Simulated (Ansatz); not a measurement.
The figure comes from a scan of CuI (zinc blende): volume and axial ratio are varied about the relaxed values (subscript 0). All values below come from PBEsol (plane waves to 420 eV, PAW, scalar-relativistic; Ansatz, a program for electronic structure). k mesh 10×10×10 (Γ-centred), Fermi-Dirac smearing 0.05 eV. Energies are smeared free energies. CuI is run without spin polarisation. CuI was relaxed with its symmetry unable to fall. Spin-orbit coupling is left out, though I is heavy. ΔE is measured from the relaxed starting cell.

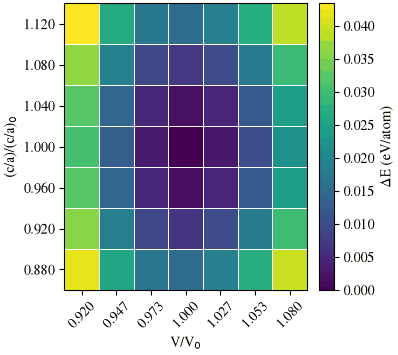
Figure: ΔE (eV/atom), one tile a computed point.

Q: Read the plotted values off the figure, to the accuracy that the plot allows.

A: To the nearest 0.005:

ΔE (eV/atom), with V/V₀ across and (c/a)/(c/a)₀ down:

| (c/a)/(c/a)₀ \ V/V₀ | 0.920 | 0.947 | 0.973 | 1.000 | 1.027 | 1.053 | 1.080 |
|---|---|---|---|---|---|---|---|
| 0.880 | 0.040 | 0.025 | 0.015 | 0.015 | 0.020 | 0.025 | 0.040 |
| 0.920 | 0.035 | 0.020 | 0.010 | 0.005 | 0.010 | 0.020 | 0.030 |
| 0.960 | 0.030 | 0.015 | 0.005 | 0.000 | 0.005 | 0.010 | 0.025 |
| 1.000 | 0.030 | 0.015 | 0.005 | 0.000 | 0.005 | 0.010 | 0.020 |
| 1.040 | 0.030 | 0.015 | 0.005 | 0.000 | 0.005 | 0.010 | 0.025 |
| 1.080 | 0.035 | 0.020 | 0.010 | 0.005 | 0.010 | 0.020 | 0.030 |
| 1.120 | 0.045 | 0.025 | 0.020 | 0.015 | 0.020 | 0.025 | 0.040 |

(Under strain, the slope of the energy per volume gives the stress and its curvature an elastic modulus.)
